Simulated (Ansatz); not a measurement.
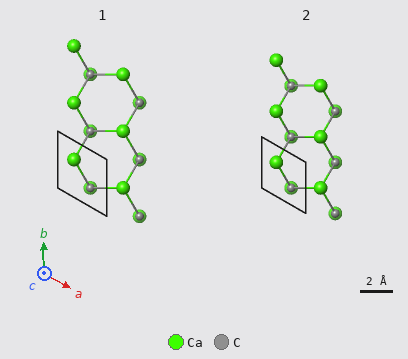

Two geometries of solid Ca2C (built on the 2H molybdenite_194 type) (coarse preliminary run), drawn at one scale. One is the start of a relaxation, the other its converged end. The picture is a ball-and-stick view of the cell of the calculation, repeated 2 × 3 × 1 with one cell outlined, seen along the c axis.

Level of theory: DFT PBE, scalar-relativistic, plane waves, PAW in Ansatz. Settings: plane-wave cutoff 420 eV; k-point mesh 6 × 6 × 2; occupations gaussian; smearing width 0.1 eV; no spin polarisation; cell and atoms relaxed; force threshold 0.04 eV/Å; at most 70 steps.

Which one is relaxed?

Structure 1 is the relaxed one. Case: 2H molybdenite type (P6_3/mmc, No. 194). After 4 accepted moves (6 points after the start) the energy has fallen by 194 meV per atom. The largest force component goes from 0.53 to 0.024 eV/Å. The pressure goes from 9.91 to 0.15 GPa. The SCF was repeated twice at an unchanged geometry on a basis and grid sized afresh for the cell, which shifted the energy by 8.1 meV per atom at most. The largest moves relative to the cell, 0.20 Å, are those of Ca atoms. C stays in place. The volume changes by +28.6 %, with a = b 3.293 → 3.658 Å (+11.1 %), c 12.807 → 13.343 Å (+4.2 %). Near-neighbour distances that change, for instance: Ca–Ca 3.293 → 3.658 Å, Ca–Ca 3.138 → 2.869 Å, C–Ca 2.465 → 2.553 Å. Among the angles between lasting bonds that change: Ca–C–Ca 79.1° → 68.4°, Ca–C–Ca 83.8° → 91.5°, C–Ca–C 83.8° → 91.5°. The space group stays P6_3/mmc (No. 194). The run took 13 s on 1 thread of Intel(R) Xeon(R) 6975P-C (Granite Rapids) (shared host), peak memory 0.41 GiB.
